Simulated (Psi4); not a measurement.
# BH6N (SMILES [BH3-][NH3+]), step by step

Aim: a structure relaxation (B97-3c/def2-mTZVP), then vibrational wavenumbers, then the energy (MP2-F12/cc-pVDZ-F12) of BH6N. 

Program for the calculation: Psi4 1.11.

### Step 1. The structure to begin with

The species is BH6N (8 atoms), typed as a singlet with charge 0. SMILES: `[BH3-][NH3+]`. Geometry: relaxed at PBE0-D4/def2-TZVP. The run starts from this shape.

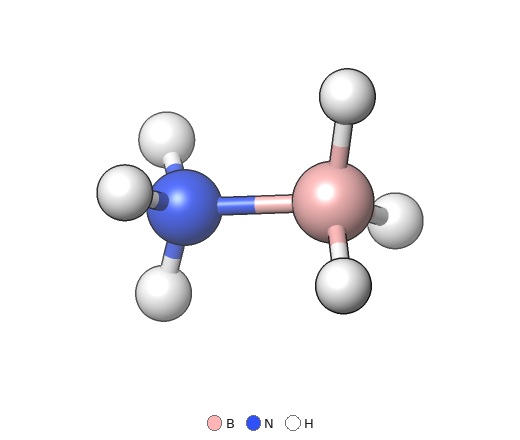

The structure, seen from a chosen angle (boron pink, nitrogen blue, hydrogen white).

### Step 2. A geometry optimisation at B97-3c/def2-mTZVP (density fitting) (run 1)

The input, bh6n.py:

```python
import psi4

psi4.set_memory('1600 MB')
psi4.set_num_threads(1)
psi4.core.set_output_file('psi4.out', False)

mol = psi4.geometry("""
0 1
B     -0.191300     0.250800    -0.775400
N      0.206500    -0.255100     0.731700
H     -0.078200    -0.728400    -1.481000
H     -1.332600     0.649700    -0.687200
H      0.604400     1.126600    -1.038400
H      0.140800     0.507000     1.398700
H      1.156600    -0.611300     0.755300
H     -0.414000    -0.996500     1.040500
symmetry c1
""")

options = {'reference': 'rks', 'geom_maxiter': 60}
psi4.set_options(options)

energy_value = psi4.optimize("B97-3C")
print('E =', round(energy_value, 9))
print(mol.to_string(dtype='xyz', units='Angstrom'))
for k, v in sorted(psi4.core.scalar_variables().items()):
    print(f'{k:45s} {v:18.10f}')
```

The run is started by

```bash
$ python bh6n.py
```

psi4.out:

```text
gradient() will perform analytic gradient computation.

   => Loading Basis Set <=

    Name: DEF2-MTZVP
    Role: ORBITAL
    Keyword: BASIS

   => B973C: Empirical Dispersion <=

        s6 =       1.000000
        s8 =       1.500000
        a1 =       0.370000
        a2 =       4.100000
        s9 =       1.000000

         ---------------------------------------------------------
                                   SCF
                              RKS Reference
                        1 Threads,   1525 MiB Core
         ---------------------------------------------------------

  ==> Geometry <==

    Molecular point group: c1
    Full point group: C1

    Geometry (in Angstrom), charge = 0, multiplicity = 1:

[... 139 lines left out ...]
   @DF-RKS iter   5:   -83.17470522316378   -2.92018e-03   1.37665e-04 ADIIS/DIIS
[... 43 lines left out ...]
    Empirical Dispersion Energy =          -0.0225885509764793
[... 289 lines left out ...]
   @DF-RKS iter   0:   -83.17667343731985   -8.31767e+01   3.08351e-04
[... 26 lines left out ...]
    Two-Electron Energy =                  80.2997248054189754
[... 190 lines left out ...]
    Weights Tolerance      =       1.00E-15
[... 46 lines left out ...]
    Nuclear Repulsion Energy =             40.6180852869403850
[... 120 lines left out ...]
	   Step    Total Energy     Delta E     Max Force     RMS Force      Max Disp      RMS Disp
[... 130 lines left out ...]
  @DF-RKS Final Energy:   -83.17486669468207
[... 119 lines left out ...]
	Measures of convergence in internal coordinates in au.
[... 3 lines left out ...]
	----------------------------------------------------------------------------------------------
	   Step    Total Energy     Delta E     Max Force     RMS Force      Max Disp      RMS Disp
	----------------------------------------------------------------------------------------------
	  Convergence Criteria     1.00e-06 *    3.00e-04 *             o    1.20e-03 *             o
	----------------------------------------------------------------------------------------------
	     4     -83.17486669    5.24e-07 *    1.37e-04 *    4.21e-05 o    1.30e-03      5.61e-04 o  ~
	----------------------------------------------------------------------------------------------

Next Geometry in Ang
	Fragment 1 (Ang)

	    B  -0.2220688974   0.2824143730  -0.8413307597
	    N   0.1806148780  -0.2296346597   0.6841159986
	    H  -0.1076911915  -0.6985651860  -1.5397518918
[... 4 lines of this table left out ...]
	    H  -0.4343528497  -0.9702561467   0.9991105361

    Final optimized geometry and variables:
    Molecular point group: c1
    Full point group: C1

    Geometry (in Angstrom), charge = 0, multiplicity = 1:

    B           -0.222014601656     0.282318846959    -0.841050209784
    N            0.180504642381    -0.229519811193     0.683763291595
    H           -0.108044634123    -0.698504799164    -1.539695217530
[... 4 lines of this table left out ...]
    H           -0.433933326357    -0.970493085695     0.999066489558

[set-up sections that repeat, and orbital energies of the middle runs, are left out above]
```

It took 27 s on 1 thread of AMD EPYC 7R43 (Zen 3), shared host; peak memory 0.51 GiB.

The path in brief:

| step | energy from the first frame kept (eV) | largest force (eV/Å) |
| --- | --- | --- |
| 0 | 0.0000 | 0.2690 |
| 1 | -0.0030 | 0.1384 |
| 2 | -0.0035 | 0.0412 |
| 3 | -0.0035 | 0.0189 |

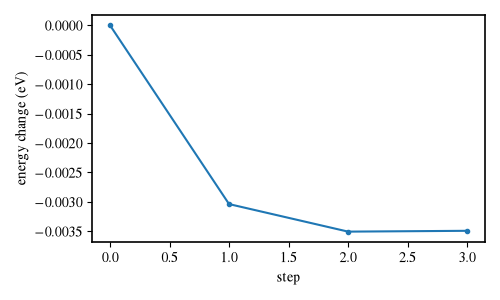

Energy along the run.

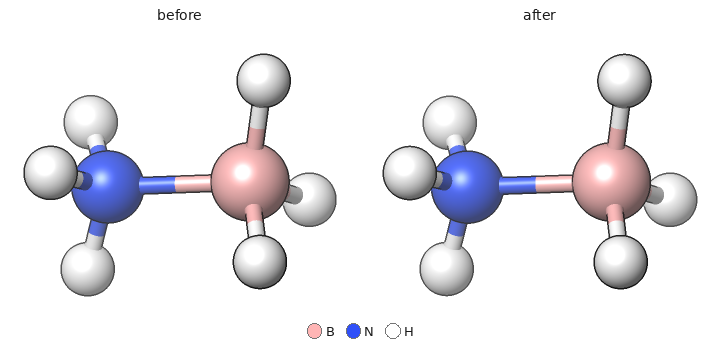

Before and after, at one scale.

After the run. Bond lengths: B1–N2 1.658 Å, B1–H3 1.210 Å, B1–H4 1.210 Å, B1–H5 1.210 Å, N2–H6 1.013 Å, N2–H7 1.013 Å, N2–H8 1.013 Å. Some angles: B1–N2–H6 111.4°, B1–N2–H7 111.4°, B1–N2–H8 111.4°, N2–B1–H3 105.0°, N2–B1–H4 104.9°, N2–B1–H5 105.0°, H6–N2–H7 107.5°, H6–N2–H8 107.5°, H7–N2–H8 107.5°, H3–B1–H4 113.6°.

### Step 3. Vibrational wavenumbers at B97-3c/def2-mTZVP (density fitting) (run 2)

The input, bh6n.in:

```
memory 1.6 GB

molecule system {
  0 1
  B     -0.36703017     0.48091451    -1.48609007
  N      0.39362050    -0.48631913     1.39538889
  H     -0.15165808    -1.37257234    -2.80633778
  H     -2.51866288     1.23154207    -1.30725584
  H      1.13964280     2.12990465    -1.97160040
  H      0.27256465     0.94033150     2.66579507
  H      2.18434388    -1.15971925     1.45634956
  H     -0.76749904    -1.88655705     1.99122709
  units au
}

set reference rks
set t 298.15
set rotational_symmetry_number 3

E, wfn = frequencies("b97-3c", return_wfn=True)
print_variables()
```

The run is started by

```bash
$ psi4 -n 1 bh6n.in bh6n.out
```

bh6n.out:

```text
Psi4 1.11 release

         ----------------------------------------------------------
                                   FINDIF
         ----------------------------------------------------------

  Using finite-differences of gradients to determine vibrational frequencies and
  normal modes. Resulting frequencies are only valid at stationary points.
    Generating geometries for use with 3-point formula.
    Displacement size will be 5.00e-03.
    Number of atoms is 8.
    Number of irreps is 1.
    Number of SALCs is 21.
    Translations projected? 1. Rotations projected? 0.
    Index of SALCs per irrep:
      1 :  0  1  2  3  4  5  6  7  8  9  10  11  12  13  14  15  16  17  18  19  20
    Number of SALCs per irrep:
      Irrep 1: 21
    Number of geometries (including reference) is 43.
    Number of displacements per irrep:
      Irrep 1: 42
 43 displacements needed ...

  //>>>>>>>>>>>>>>>>>>>>>>>>>>>>>>>>>>>//
  //    FiniteDifference Computations  //
  //<<<<<<<<<<<<<<<<<<<<<<<<<<<<<<<<<<<//

[... 644 lines left out ...]
    Empirical Dispersion Energy =          -0.0225917097191859
[... 567 lines left out ...]
  @DF-RKS Final Energy:   -83.17486560317269
[... 559 lines left out ...]
   @DF-RKS iter   8:   -83.17486210335501   -3.77960e-09   1.47285e-07 DIIS
[... 570 lines left out ...]
   @DF-RKS iter   3:   -83.16933592146076   -9.17329e-01   1.74075e-03 ADIIS/DIIS
[... 550 lines left out ...]
    Weights Tolerance      =       1.00E-15
[... 438 lines left out ...]
 Dipole Y            :         -0.5055618           -0.1701092           -0.6756710
[... 556 lines left out ...]
    DFT Exchange-Correlation Energy =     -13.1402057336709372
[... 551 lines left out ...]
  @DF-RKS Final Energy:   -83.17486443903850
[... 729 lines left out ...]
  "SCF DIPOLE"                         =>       0.531386536197 ... 2.013014980754 1 by 3
[... 3 lines left out ...]
    Psi4 run time: 0:04:41.17

[set-up sections that repeat, and orbital energies of the middle runs, are left out above]
```

Standard output:

```text
Warning: used thermodynamics relations inappropriate for low-frequency modes: ['283.3063']
```

Wall time 4.7 min (1 thread of AMD EPYC 7R43 (Zen 3), shared host); peak memory 0.51 GiB.

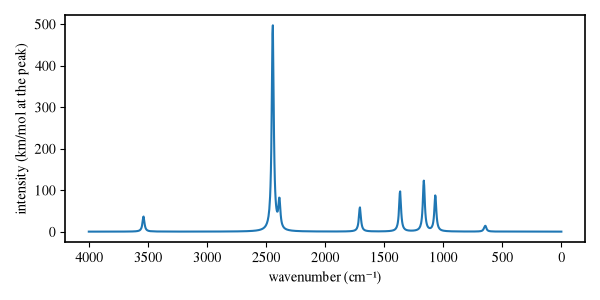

Harmonic infrared spectrum, unscaled, lines broadened by 10 cm⁻¹.

### Step 4. The energy at MP2-F12/cc-pVDZ-F12 (density fitting, density fitting for correlation) (run 3)

The input, run.py:

```python
import psi4

psi4.set_memory('1600 MB')
psi4.set_num_threads(1)
psi4.set_output_file('output.dat', False)

mol = psi4.geometry("""
0 1
B     -0.194224     0.254489    -0.786405
N      0.208295    -0.257349     0.738408
H     -0.080254    -0.726334    -1.485050
H     -1.332819     0.651704    -0.691770
H      0.603073     1.127097    -1.043326
H      0.144235     0.497602     1.410678
H      1.155905    -0.613697     0.770667
H     -0.406143    -0.998323     1.053712
units angstrom
symmetry c1
""")

options = {'basis': 'cc-pVDZ-F12', 'freeze_core': True}
psi4.set_options(options)

result = psi4.energy("mp2-f12", molecule=mol)
print(f'mp2-f12 energy: {result:.10f} Eh')
for k, v in sorted(psi4.core.scalar_variables().items()):
    print(f'{k:45s} {v:18.10f}')
```

The run is started by

```bash
$ python run.py
```

output.dat:

```text
Psi4 1.11 release

    SCF Algorithm Type (re)set to DF.

   => Loading Basis Set <=

    Name: CC-PVDZ-F12
    Role: ORBITAL
    Keyword: BASIS

         ---------------------------------------------------------
                                   SCF
                              RHF Reference
                        1 Threads,   1525 MiB Core
         ---------------------------------------------------------

  ==> Geometry <==

    Molecular point group: c1
    Full point group: C1

    Geometry (in Angstrom), charge = 0, multiplicity = 1:

[... 96 lines left out ...]
   @DF-RHF iter   2:   -82.63614483196137   -9.00745e-02   1.52975e-03 DIIS/ADIIS
[... 3 lines left out ...]
   @DF-RHF iter   6:   -82.65126428085098   -6.20097e-06   3.47525e-06 DIIS
[... 3 lines left out ...]
   @DF-RHF iter  10:   -82.65126446929510   -7.84439e-12   3.47977e-09 DIIS
[... 31 lines left out ...]
    Nuclear Repulsion Energy =             40.5980685471114313
[... 17 lines left out ...]
 Dipole X            :          0.3846298            0.1336293            0.5182591
[... 46 lines left out ...]
	 Singles Energy            =      -0.0000000000000000 [Eh]
[... 3 lines left out ...]
	 Total Energy              =     -82.9912842124291927 [Eh]
[... 8 lines left out ...]
	 SCS Total Energy          =     -82.9991068516549575 [Eh]
[... 57 lines left out ...]
      NOCC   NOBS   NCABS    NRI   NAUX
  ----------------------------------------
         9    114     264    378    618
  ----------------------------------------

 ===> Forming the Integrals <===
 No screening will be used to compute integrals
   Fock Matrix
   One-Electron Integrals
     Forming J
     Forming K

 ===> Forming the F12 Intermediate Tensors <===
   [J_AB]^(-1)
   V Intermediate
   X Intermediate
   C Intermediate
   B Intermediate

 ===> Computing F12/3C(FIX) Energy Correction <===

  i   j  |     E_F12(Singlet)     E_F12(Triplet)            E_F12
 ----------------------------------------------------------------------
  3   3  |    -0.002055223249     0.000000000000      -0.002055223249
  3   4  |    -0.004983932314    -0.000674967938      -0.005658900252
  3   5  |    -0.004983914563    -0.000674976247      -0.005658890809
[... 24 lines of this table left out ...]
  9   9  |    -0.002667114859     0.000000000000      -0.002667114859

 ===> DF-MP2-F12/3C(FIX) Energies <===

     RHF Reference Energy:              -82.651264469295
     CABS Singles Correction:            -0.003716465844
     CABS-corrected Reference Energy:   -82.654980935139
     MP2 Correlation Energy:             -0.340019743134
     F12/3C(FIX) Correction Energy:      -0.065065049781
     MP2-F12/3C(FIX) Correlation Energy: -0.405084792916
  Total DF-MP2-F12/3C(FIX) Energy:      -83.060065728054

	total time  =         58 seconds =       0.97 minutes
```

Standard output:

```text
mp2-f12 energy: -83.0600657281 Eh
CURRENT CORRELATION ENERGY                         -0.4050847929
CURRENT ENERGY                                    -83.0600657281
CURRENT REFERENCE ENERGY                          -82.6549809351
CUSTOM SCS-MP2 CORRELATION ENERGY                  -0.3478423824
CUSTOM SCS-MP2 TOTAL ENERGY                       -82.9991068517
DD SOLVATION ENERGY                                 0.0000000000
F12 CABS CORRECTION ENERGY                         -0.0037164658
HF KINETIC ENERGY                                  82.5553664500
HF POTENTIAL ENERGY                              -165.2066309193
HF TOTAL ENERGY                                   -82.6512644693
HF VIRIAL RATIO                                     2.0011616207
HF-CABS TOTAL ENERGY                              -82.6549809351
MP2 CORRELATION ENERGY                             -0.3400197431
MP2 DOUBLES ENERGY                                 -0.3400197431
MP2 OPPOSITE-SPIN CORRELATION ENERGY               -0.2705797707
MP2 SAME-SPIN CORRELATION ENERGY                   -0.0694399724
MP2 SINGLES ENERGY                                 -0.0000000000
MP2 TOTAL ENERGY                                  -82.9912842124
MP2-F12 CORRECTION ENERGY                          -0.0650650498
MP2-F12 CORRELATION ENERGY                         -0.4050847929
MP2-F12 DOUBLES ENERGY                             -0.4050847929
MP2-F12 OPPOSITE-SPIN CORRELATION ENERGY           -0.3262461309
MP2-F12 SAME-SPIN CORRELATION ENERGY               -0.0788386620
MP2-F12 SINGLES ENERGY                              0.0000000000
MP2-F12 TOTAL ENERGY                              -83.0600657281
NUCLEAR REPULSION ENERGY                           40.5980685471
ONE-ELECTRON ENERGY                              -190.6681074706
PCM POLARIZATION ENERGY                             0.0000000000
PE ENERGY                                           0.0000000000
SCF ITERATION ENERGY                              -82.6512644693
SCF ITERATIONS                                     10.0000000000
SCF TOTAL ENERGY                                  -82.6512644693
SCS-MP2 CORRELATION ENERGY                         -0.3478423824
SCS-MP2 TOTAL ENERGY                              -82.9991068517
TWO-ELECTRON ENERGY                                67.4187744542
```

Run time: 63 s. Hardware: 1 thread of AMD EPYC 7R43 (Zen 3), shared host; peak memory 3.1 GiB.

### Step 5. Outcome

| quantity | value |
| --- | --- |
| run 1, B97-3c/def2-mTZVP: total energy at the end | -83.17487 Eh |
| run 1, B97-3c/def2-mTZVP: dipole moment | 5.56 D |
| run 1, B97-3c/def2-mTZVP: HOMO energy | -6.43 eV |
| run 1, B97-3c/def2-mTZVP: LUMO energy | -0.59 eV |
| run 1, B97-3c/def2-mTZVP: HOMO–LUMO gap | 5.84 eV |
| run 2, B97-3c/def2-mTZVP: lowest harmonic wavenumber | 283 cm⁻¹ |
| run 2, B97-3c/def2-mTZVP: highest harmonic wavenumber | 3537 cm⁻¹ |
| run 2, B97-3c/def2-mTZVP: zero-point energy | 181.9 kJ/mol |
| run 2, B97-3c/def2-mTZVP: ideal-gas entropy at 298.15 K (symmetry number 3 as used) | 57.2 cal/(mol K) |
| run 3, MP2-F12/cc-pVDZ-F12: total energy | -83.06007 Eh |
| run 3, MP2-F12/cc-pVDZ-F12: HOMO energy (Hartree–Fock orbitals) | -11.28 eV |
| run 3, MP2-F12/cc-pVDZ-F12: LUMO energy (Hartree–Fock orbitals) | 0.73 eV |
| run 3, MP2-F12/cc-pVDZ-F12: HOMO–LUMO gap (Hartree–Fock orbitals) | 12.01 eV |
| run 3, MP2-F12/cc-pVDZ-F12: correlation energy (2 core orbitals frozen) | -405.1 mEh |

What this shows: The optimisation (run 1, B97-3c/def2-mTZVP) took 4 steps and changed the energy by -0.003 eV. All 18 modes are real, so the shape is a minimum at this level.
